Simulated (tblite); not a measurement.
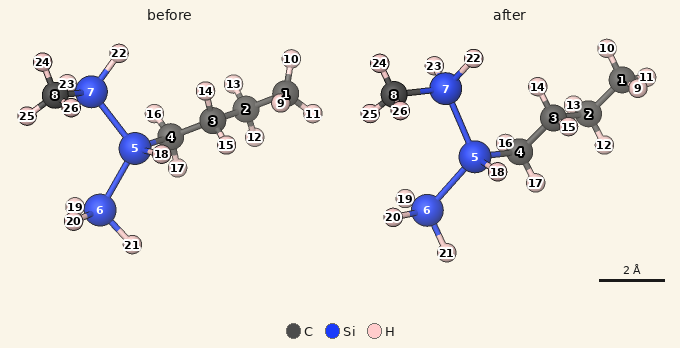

The structure of C$_{5}$H$_{18}$Si$_{3}$ before (left) and after (right) a relaxation, at one scale.

The picture is a ball-and-stick view, seen at a tilt.

Level of theory: tblite 0.8.0, GFN2-xTB geometry optimisation, gas phase. 

> What changed between the two?

Over 205 geometry steps the energy falls by 83.0 kJ/mol. H11 moves most after the best rigid fit: 1.37 Å. By element the largest moves are H 1.37 Å, C 0.63 Å, Si 0.56 Å. Some distances before and after: Si5–Si7 2.225 → 2.331 Å, Si5–Si6 2.221 → 2.324 Å, Si7–C8 1.849 → 1.900 Å, C2–H12 1.137 → 1.093 Å. Among the angles between lasting bonds that change: Si5–Si7–H22 107.2° → 115.3°, C3–C4–Si5 105.8° → 113.1°, Si5–Si6–H21 108.2° → 115.3°. Groups turn about C1–C2 by about 50°, C4–Si5 by about 40°. The run took 9.4 s on 1 thread of Intel(R) Xeon(R) Processor @ 2.50GHz, on a shared host.
